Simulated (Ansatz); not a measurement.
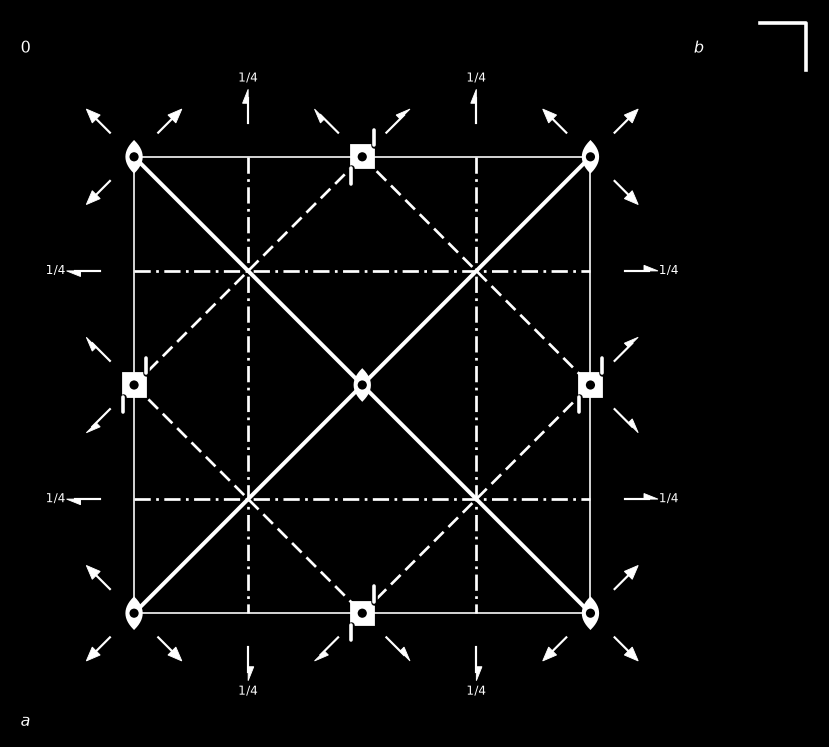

Symmetry elements of a space group, projected down c, computed from the operations of a computed or model structure of composition SnO2.

Symbols follow the International Tables: origin at the upper left, the third axis towards the viewer; heavy, dashed, dotted, dash-dotted and dash-dot-dot lines are mirror, in-plane glide, out-of-plane glide, diagonal (n; with arrows d) and double (e) glide planes seen edge on; arrows at the rim are 2 (full head) and 2₁ (half head) axes in the plane; the corner sign is a plane parallel to the page; fractions are heights. Handed screw axes carry their printed symbol instead of tails.

> Which space group is it?

No. 136, P4₂/mnm; primitive tetragonal, point group 4/mmm, 16 general positions a cell.

> List the elements shown.

4₂ axes along c at (0, 1/2), (1/2, 0); 2 axes along c at (0, 0), (1/2, 1/2); inversion centres at (0, 0), (0, 1/2), (1/2, 0), (1/2, 1/2); mirror planes holding c and [1 1 0] or [−1 1 0]; in-plane glide planes holding c and [1 1 0] or [−1 1 0]; n glide planes normal to a, at x = 1/4, 3/4; n glide planes normal to b, at y = 1/4, 3/4; a mirror plane normal to c at height 0; 2 axes along [1 1 0] at height 0; 2 axes along [−1 1 0] at height 0; 2₁ axes along [1 1 0] at height 0; 2₁ axes along [−1 1 0] at height 0; 2₁ axes along a at height 1/4; 2₁ axes along b at height 1/4. Heights repeat every half period; positions are (a, b) fractions, modulo 1.
